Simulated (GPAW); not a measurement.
Consider TiO2 (Rutile, P4_2/mnm).

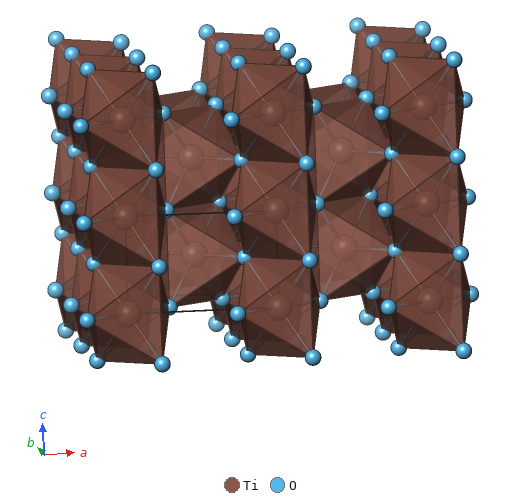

The structure (titanium brown, oxygen blue). 2×2×2 cells are drawn. Some periodic images of atoms are drawn too.

```cif
data_structure
_symmetry_space_group_name_H-M 'P 1'
_symmetry_Int_Tables_number 1
_cell_length_a 4.5922
_cell_length_b 4.5922
_cell_length_c 2.9574
_cell_angle_alpha 90.000
_cell_angle_beta 90.000
_cell_angle_gamma 90.000
_cell_volume 62.37
loop_
_atom_site_label
_atom_site_type_symbol
_atom_site_fract_x
_atom_site_fract_y
_atom_site_fract_z
_atom_site_occupancy
Ti1 Ti 0.50000 0.50000 0.50000 1
Ti2 Ti 0.00000 0.00000 0.00000 1
O3 O 0.80496 0.19504 0.50000 1
O4 O 0.69504 0.69504 0.00000 1
O5 O 0.19504 0.80496 0.50000 1
O6 O 0.30496 0.30496 0.00000 1
```

Absorber: atom 3, with 2 Ti at 1.95 Å and 1 Ti at 1.98 Å (distorted trigonal planar, site symmetry m2m). Method: GPAW, LDA, full core hole (charged cell), 12-atom cell with 5.5 Å between holes, 6×6×6 k points, dipole transitions, Gaussian full width 0.9 eV up to 4 eV, rising linearly to 3.5 eV at 25 eV.

Predict the near-edge structure at the O K edge.

Main maxima up to 24 eV above the zero (height): 0.9 eV (1.76), 3.8 eV (2.41), 9.9 eV (1.30), 12.9 eV (1.76) and 23.7 eV (0.84). A K edge sees empty p states; the first features are O p mixed into the empty d states of the Ti neighbours, and the broad ones above probably into the cations' higher empty bands. Ti is d⁰ and octahedral here, so the pair, 2.9 eV apart, is its t₂g and e_g bands. The total-energy difference plus the lowest empty eigenvalue puts the zero at 533.68 eV. One term is added: -8.83 eV, since the hole is spin-paired here and a spin-polarised one costs that much less in the free atom (computed apart). The photon energy is then 524.85 eV. The functional and the charged cell's background leave an error in such absolute values: in the free atom LDA prices this hole 4.1 eV below PBE (computed apart), and PBE is itself good to a few eV.

The O K spectrum (energy from the lowest empty level; intensity scaled to a mean of 1 over the first 20 eV; polarised curves are means over the symmetry-equivalent atoms):

```tsv
E (eV)	isotropic	ε ⊥ c	ε ∥ c
-2.0	0.00	0.00	0.00
-0.5	0.04	0.04	0.03
1.0	1.76	1.92	1.42
2.5	0.28	0.29	0.27
4.0	2.34	2.00	3.04
5.5	0.25	0.28	0.18
7.0	0.12	0.12	0.12
8.5	0.70	0.73	0.64
10.0	1.30	1.17	1.55
11.5	1.37	1.22	1.68
13.0	1.76	1.69	1.88
14.5	1.43	1.56	1.17
16.0	1.12	1.27	0.81
17.5	0.55	0.61	0.43
19.0	0.39	0.38	0.41
20.5	0.52	0.46	0.64
22.0	0.72	0.74	0.67
23.5	0.84	0.96	0.59
25.0	0.78	0.88	0.57
26.5	0.65	0.70	0.57
28.0	0.56	0.53	0.63
29.5	0.61	0.51	0.80
31.0	0.70	0.58	0.93
```

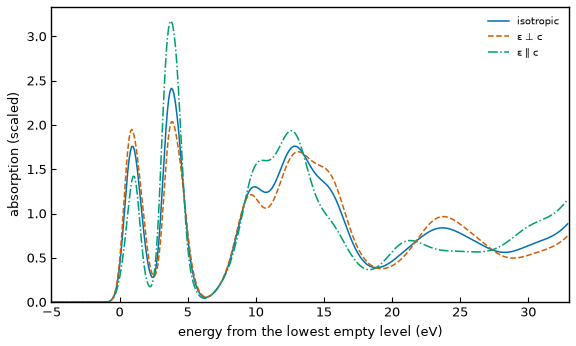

The O K edge.

The holes are only 5.5 Å apart, so the shape is probably not converged with cell size; no larger cell was run here. The mesh is coarse (0.24 Å⁻¹ between points), so small maxima may be mesh ripples. The structure is a published determination, not relaxed.

[Banner, clock and machine lines of the logs are left out without a mark of their own.]

[Logs are printed without paths, hosts, clocks, repeated set-up lines and the standing remarks that a program may print on its own settings, such as how far it seeks lower states.]

[Hosts, paths, dates, database ids (printed as entryN), source tags and the programs' standing remarks are cut or masked in the printed files.]

[Lists of maxima count a maximum above −3 eV only where it reaches 4 % of the highest in the window and stands out from its surroundings by 2 % of it (1.5 % where it reaches 55 %); shoulders and weaker maxima are passed over, and of the rest the first, up to two pre-edge ones and the few strongest are named.]
